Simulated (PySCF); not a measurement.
**What a change does: excited-state calculation on SiH$_{4}$**

System: SiH$_{4}$, SMILES [SiH4].
Method of run 1: TDDFT PBE0/6-31G*, vertical, gas phase, core orbitals frozen in the response (PySCF 2.14.0).

The geometry comes from this level: PBE0-D3(BJ)/def2-SVP. Text and figures count atoms from 1; the logs count them from 0 in places.

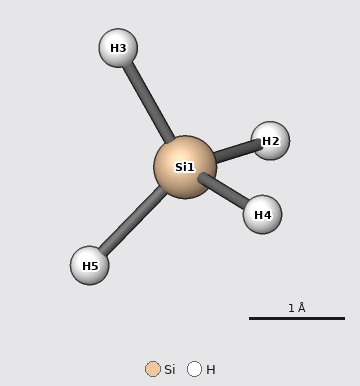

Fig. 1: The structure (ball-and-stick view, seen at a tilt; atoms are numbered from 1 in the order of the input). Bond lengths as drawn: H–Si 1.49 Å.

The input, run 1:
```
{"job": {"kind": "uv", "xc": "PBE0", "basis": "6-31G*"}, "charge": 0, "multiplicity": 1}
Si     0.018604    -0.020708    -0.019400
H     -0.175386     1.206957    -0.846261
H     -0.729147     0.120879     1.264884
H      1.472272    -0.202666     0.267685
H     -0.494253    -1.209232    -0.763398
```

The first line tells a small driver script what to run in PySCF; the rest is the geometry in Å.

Launched with:
```bash
OMP_NUM_THREADS=1 python <driver script> task.json out
```

Hardware: 1 CPU thread, shared host.

Output (run 1):
```
coarse grid: 4104 points
cycle   1  E = -291.7392898080  dE = -2.939e-01  |g| = 5.621e-02  |ddm| = 1.564e+00
cycle   2  E = -291.7402837400  dE = -9.939e-04  |g| = 7.441e-03  |ddm| = 8.921e-02
cycle   3  E = -291.7403073438  dE = -2.360e-05  |g| = 3.898e-03  |ddm| = 1.985e-02
cycle   4  E = -291.7403127746  dE = -5.431e-06  |g| = 2.922e-04  |ddm| = 6.051e-03
final grid: 33416 points
cycle   5  E = -291.7245957544  dE = -1.051e-06  |g| = 1.520e-04  |ddm| = 2.069e-03
cycle   6  E = -291.7245957625  dE = -8.109e-09  |g| = 1.749e-05  |ddm| = 1.761e-04
cycle   7  E = -291.7245957627  dE = -1.402e-10  |g| = 6.760e-06  |ddm| = 3.591e-05
converged SCF energy = -291.7245957627

Static polarisability (au): isotropic 22.757, principal 22.746 22.758 22.768

Singlet excitations
state   eV       nm        f      main configurations
  1   9.6565    128.4   0.00000   H->L+1 0.49, H-1->L 0.49
  2   9.6585    128.4   0.00000   H-2->L 0.49, H->L+2 0.49
  3   9.6620    128.3   0.00000   H-2->L+1 0.49, H-1->L+2 0.49
  4   9.8885    125.4   0.00000   H-1->L 0.29, H->L+1 0.28, H->L 0.27
  5   9.8937    125.3   0.00000   H-2->L+2 0.58, H-1->L+1 0.23, H->L 0.08
  6  10.3014    120.4   0.00000   H-2->L+2 0.34, H->L 0.32, H-1->L+1 0.32
  7  10.9626    113.1   0.25000   H->L+2 0.17, H-2->L 0.15, H-1->L 0.14
  8  10.9628    113.1   0.25004   H->L+2 0.23, H-2->L 0.23, H->L 0.15
  9  10.9682    113.0   0.24980   H-1->L+2 0.38, H-2->L+1 0.37, H-1->L+3 0.13
 10  12.4410     99.7   0.85682   H->L+3 0.80

Triplet excitations (Tamm-Dancoff, eV): 8.6201 8.8536 8.8559 8.8584
```

Run 2 used a changed input.

The two runs side by side:

| quantity | run 1 | run 2 |
| --- | --- | --- |
| outcome | converged | converged |
| total energy (hartree) | −291.724596 | −291.756106 |
| HOMO (eV) | −9.82 | −9.84 |
| LUMO (eV) | 1.56 | 0.38 |
| dipole moment (D) | 0.00 | 0.00 |
| lowest excitation (eV) | 9.66 | 9.01 |
| SCF iterations | 7 | 8 |
| strongest computed line (eV) | 12.44 | 9.87 |
| basis functions | 26 | 79 |
| wall time (shared host) | 0.53 s | 1.4 s |

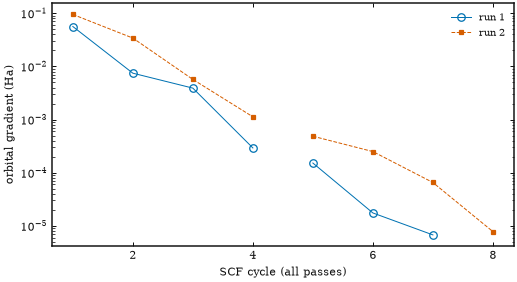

Fig. 2: Convergence of the two runs: orbital gradient against the SCF cycle. A break in a curve parts two SCF passes (coarse and final grid). Run 1 takes 7 cycles in all, and run 2 takes 8.

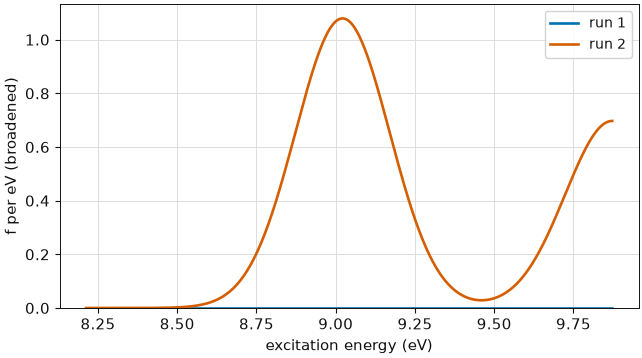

Fig. 3: Absorption of the two runs from their computed states, each broadened by a Gaussian of 0.35 eV full width; the range ends where the shorter list of states ends.

Which change of the input explains these differences?

The change (lines with − go, lines with + come):
```diff
-"basis": "6-31G*"
+"basis": "def2-TZVPD"
```

The total energy of run 2 is 19.8 kcal/mol lower, which measures the change of basis and not a stability. The LUMO goes from 1.56 to 0.38 eV. The lowest excitation goes from 9.66 to 9.01 eV. The strongest computed line goes from 12.44 to 9.87 eV. Diffuse functions give room to the loosely bound empty orbitals, which lowers the LUMO. The SCF takes 8 iterations against 7. The basis functions go from 26 to 79.

Output (run 2):
```
coarse grid: 4104 points
cycle   1  E = -291.7551744941  dE = -2.956e-01  |g| = 9.482e-02  |ddm| = 1.332e+00
cycle   2  E = -291.7566301993  dE = -1.456e-03  |g| = 3.407e-02  |ddm| = 1.414e-01
cycle   3  E = -291.7567117022  dE = -8.150e-05  |g| = 5.680e-03  |ddm| = 2.142e-02
cycle   4  E = -291.7567163868  dE = -4.685e-06  |g| = 1.126e-03  |ddm| = 1.066e-02
final grid: 33416 points
cycle   5  E = -291.7561058032  dE = -3.009e-06  |g| = 4.852e-04  |ddm| = 6.726e-03
cycle   6  E = -291.7561058589  dE = -5.566e-08  |g| = 2.497e-04  |ddm| = 1.401e-03
cycle   7  E = -291.7561058810  dE = -2.211e-08  |g| = 6.540e-05  |ddm| = 3.856e-04
cycle   8  E = -291.7561058815  dE = -4.907e-10  |g| = 7.800e-06  |ddm| = 7.923e-05
converged SCF energy = -291.7561058815

Static polarisability (au): isotropic 32.218, principal 32.212 32.217 32.224

Singlet excitations
state   eV       nm        f      main configurations
  1   9.0123    137.6   0.00002   H->L+2 0.49, H-1->L+1 0.48
  2   9.0139    137.5   0.00066   H->L+3 0.50, H-2->L+1 0.48
  3   9.0168    137.5   0.00038   H-2->L+2 0.49, H-1->L+3 0.48
  4   9.0190    137.5   0.13332   H->L 0.97
  5   9.0223    137.4   0.13388   H-1->L 0.97
  6   9.0233    137.4   0.13389   H-2->L 0.98
  7   9.2196    134.5   0.00000   H-1->L+1 0.28, H->L+1 0.28, H->L+2 0.27
  8   9.2240    134.4   0.00000   H-2->L+3 0.57, H-1->L+2 0.23, H->L+1 0.08
  9   9.5472    129.9   0.00001   H-2->L+3 0.33, H->L+1 0.32, H-1->L+2 0.32
 10   9.8723    125.6   0.25972   H-1->L+2 0.24, H->L+1 0.24, H->L+2 0.15

Triplet excitations (Tamm-Dancoff, eV): 8.2070 8.2080 8.2092 8.2374
```
